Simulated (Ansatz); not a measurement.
# Calculations on BNH$_{4}$O$_{2}$

**1. Relaxation**

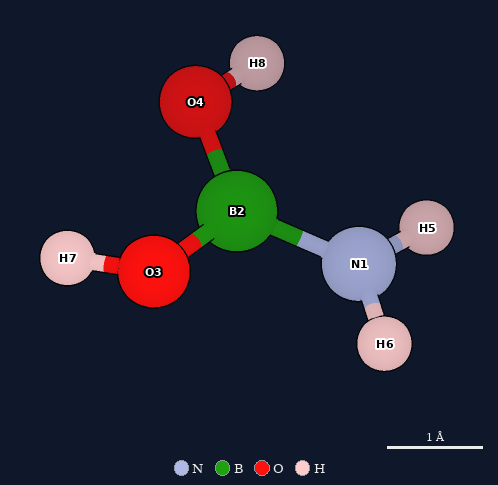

BNH4O2, before the constrained relaxation. Style: ball-and-stick. Shown at a tilt.

Method: Ansatz, RKS PBE0-D4/def2-TZVP.

Input file:
```yaml
crystal:
  periodic: [false, false, false]
  atoms:
    - {symbol: N, position_ang: [-0.648555, 0.946973, 0.045105]}
    - {symbol: B, position_ang: [0.242658, -0.143432, -0.047959]}
    - {symbol: O, position_ang: [1.544764, 0.109468, -0.395023]}
    - {symbol: O, position_ang: [-0.115953, -1.452990, 0.190292]}
    - {symbol: H, position_ang: [-1.617692, 0.874287, 0.288798]}
    - {symbol: H, position_ang: [-0.338341, 1.883743, -0.137729]}
    - {symbol: H, position_ang: [1.933059, -0.635511, -0.857600]}
    - {symbol: H, position_ang: [-1.034597, -1.576458, 0.429414]}
basis:
  gaussian: {orbitals: def2-TZVP}
hamiltonian: {xc: pbe0, dispersion: d4}
relax: {f_tol: 0.005, max_steps: 200, constraints: [{sites: [0, 1, 2, 6]}]}
```

> Predict the outcome.

Over 5 accepted moves (6 points after the start) the energy falls by 1.23 kJ/mol. The largest force component goes from 0.084 to 0.0047 eV/Å. The line search rejected the trial step at point 3 of the run. H5 moves most after the best rigid fit: 0.13 Å. Largest moves by element: H 0.13 Å, N 0.06 Å, O 0.02 Å, B 0.01 Å. The run took about 40 core-seconds on a shared host.

History of the run:

```tsv
step	E − E(0), kJ/mol	largest force component, eV/Å	note
0	0.00	0.0841	
1	-0.68	0.0492	
2	-1.00	0.1580	
3	-0.88	0.2906	rejected
4	-1.19	0.0408	
5	-1.23	0.0106	
6	-1.23	0.0047
```

Final geometry:

```xyz
8

N    -0.6695    0.9361   -0.0059
B     0.2428   -0.1402   -0.0391
O     1.5406    0.1189   -0.3978
O    -0.1105   -1.4488    0.2098
H    -1.5794    0.8940    0.4140
H    -0.3551    1.8698   -0.2005
H     1.9442   -0.6422   -0.8191
H    -1.0478   -1.5817    0.3540
```

The end point in the same view:

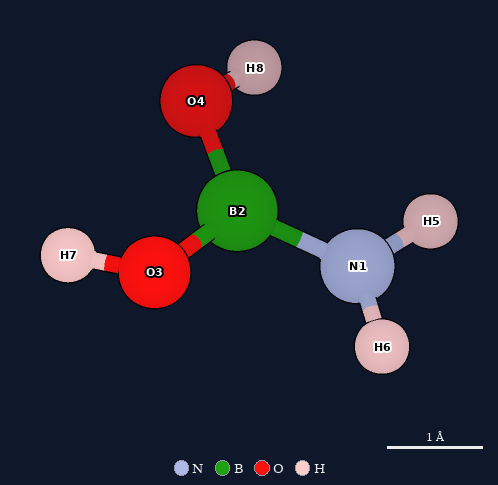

**2. Relaxation**

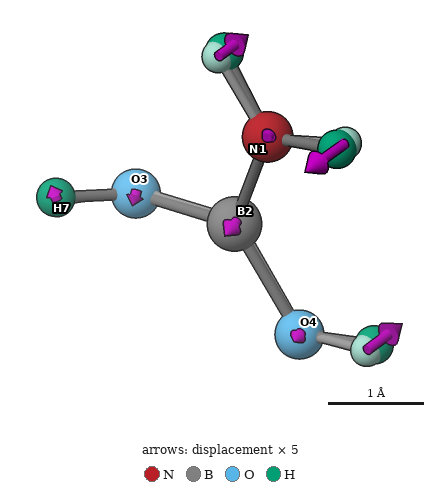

A constrained relaxation of BNH$_{4}$O$_{2}$. The starting structure is drawn faded, the final one solid; purple arrows show the displacements, magnified 5 times. The two geometries are superimposed by the best rigid fit.

Style: ball-and-stick. Shown at a tilt.

Computed with RKS PBE0-D4/def2-TZVP in Ansatz.

Input file:
```yaml
crystal:
  periodic: [false, false, false]
  atoms:
    - {symbol: N, position_ang: [-0.648555, 0.946973, 0.045105]}
    - {symbol: B, position_ang: [0.242658, -0.143432, -0.047959]}
    - {symbol: O, position_ang: [1.544764, 0.109468, -0.395023]}
    - {symbol: O, position_ang: [-0.143829, -1.449793, 0.140812]}
    - {symbol: H, position_ang: [-1.575500, 0.901685, 0.428099]}
    - {symbol: H, position_ang: [-0.305768, 1.882839, -0.078180]}
    - {symbol: H, position_ang: [1.615897, 0.369047, -1.315514]}
    - {symbol: H, position_ang: [-1.076200, -1.558605, 0.333056]}
basis:
  gaussian: {orbitals: def2-TZVP}
hamiltonian: {xc: pbe0, dispersion: d4}
relax: {f_tol: 0.005, max_steps: 200, constraints: [{sites: [0, 1, 2, 6]}]}
```

What did the optimiser do to the structure, and how much energy did it gain?

Answer. Over 6 geometry steps the energy falls by 0.63 kcal/mol. Largest force component: 0.12 eV/Å at the start, 0.0012 eV/Å at the end. The atom that moves furthest after the best rigid fit is H5 (0.14 Å). Largest moves by element: H 0.14 Å, B 0.05 Å, O 0.04 Å, N 0.03 Å. Near-neighbour distances that change, for instance: B2–O4 1.375 → 1.371 Å.

**3. Scan**

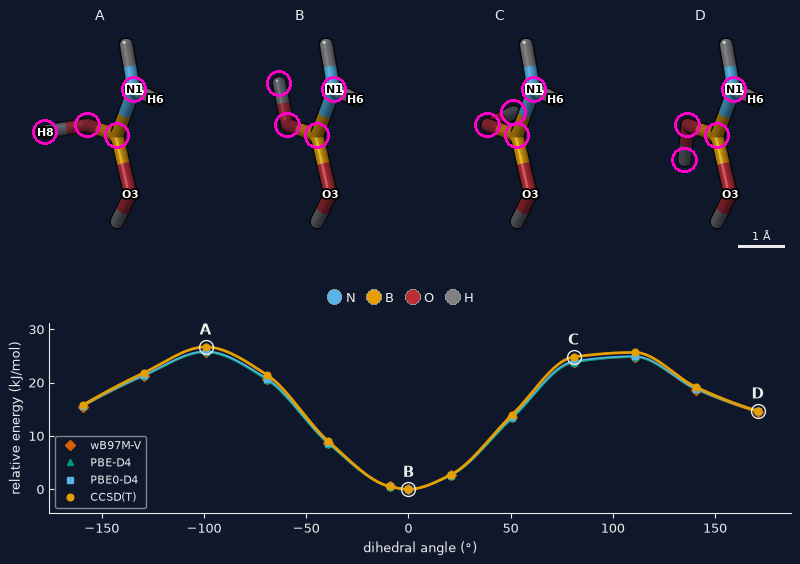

Energy scan for BNH4O2, in which one N–B–O–H dihedral angle is varied, with the rest of the molecule carried along rigidly. The lettered frames are marked on the plot, at the values of CCSD(T). Style: stick. Shown almost along the central bond, with a slight tilt. The ringed atoms are those of the scanned coordinate.

Levels of theory: CCSD(T), PBE0-D4, PBE-D4, wB97M-V (def2-TZVPP, Ansatz), on geometries moved rigidly from the minimum at PBE0-D4/def2-TZVP. Coupled cluster with a frozen core. Energies are counted from the PBE0-D4/def2-TZVP minimum geometry at the same level.

> Describe the profile.

With CCSD(T): of the computed points the lowest is at the dihedral 0.0°, 0.0 kJ/mol. Local maxima lie at −99.2° (26.7 kJ/mol), 110.8° (25.7 kJ/mol). The highest point, at −99.2°, lies 26.7 kJ/mol above the lowest and gives an upper estimate of the barrier to rotation, since the rotor is rigid. At −99.2° the levels give PBE-D4 25.7 kJ/mol, wB97M-V 25.7 kJ/mol, PBE0-D4 25.9 kJ/mol, CCSD(T) 26.7 kJ/mol. Closest to CCSD(T) there is PBE0-D4.
